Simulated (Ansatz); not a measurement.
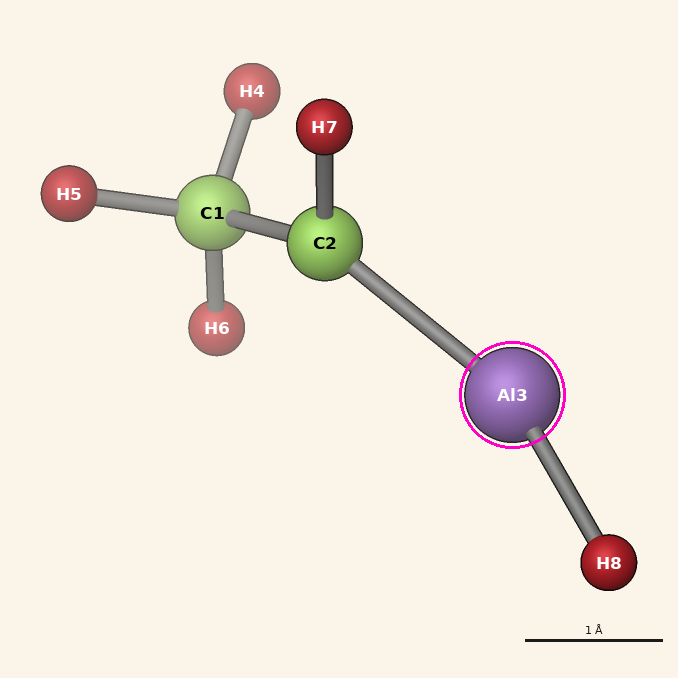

Orthographic view. Distant atoms are faded towards the background colour. The geometry was computed by an optimisation with PBE0-D4/def2-TZVP. No frequency run is at hand to confirm it as a minimum.

Q: Name the neighbours of the circled atom.

A: The circled atom is Al3; it is bonded to C2, H8.

Q: Of C2 and H7, which is nearer the viewer?

A: H7; the bond to C2 points away from the viewer, so it looks shorter than its 1.10 Å.

Q: What is the shortest path along bonds from the circled atom to H6?

A: Al3–C2–C1–H6, 3 bonds; through space the two are 3.18 Å apart.
